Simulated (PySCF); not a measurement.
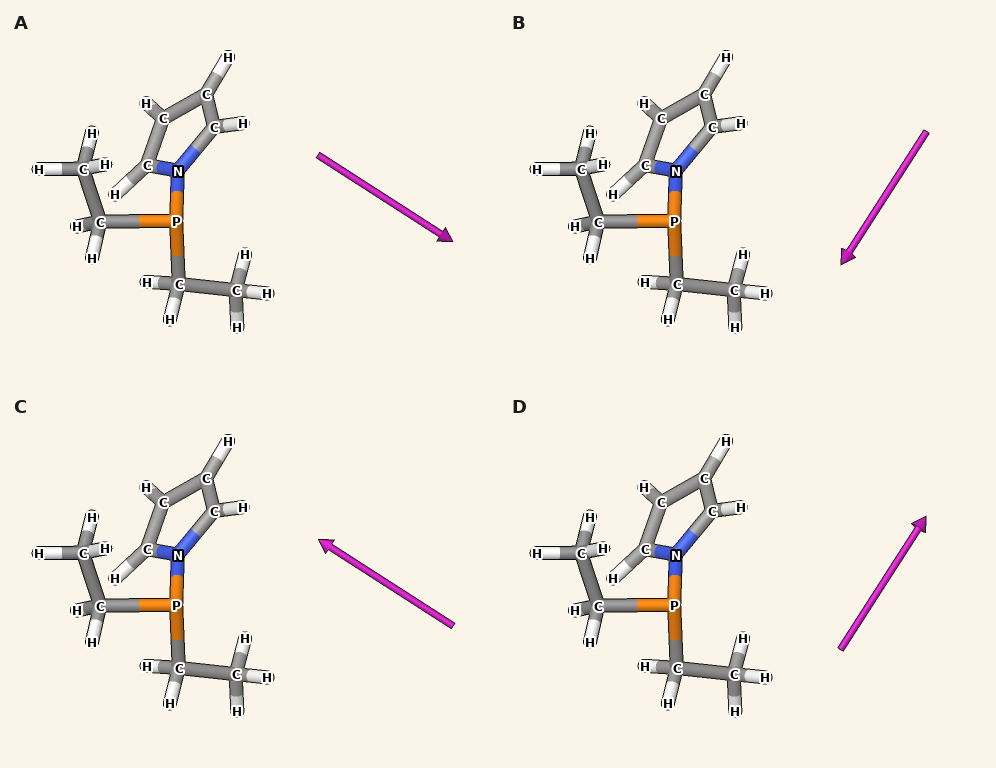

The same molecule four times, each with an arrow. Computed geometry: GFN2-xTB optimisation. No frequency run is at hand to confirm it as a minimum. Properties computed with PBE0/pcSseg-1, gas phase (PySCF 2.14.0).

> Which arrow points along the dipole moment, from the negative to the positive end?

B. The dipole moment is 1.90 D.

The geometry is semi-empirical. Around P such bond lengths and angles can be off by a tenth of an ångström or more and by several degrees, and values that hang on the shape move with them.
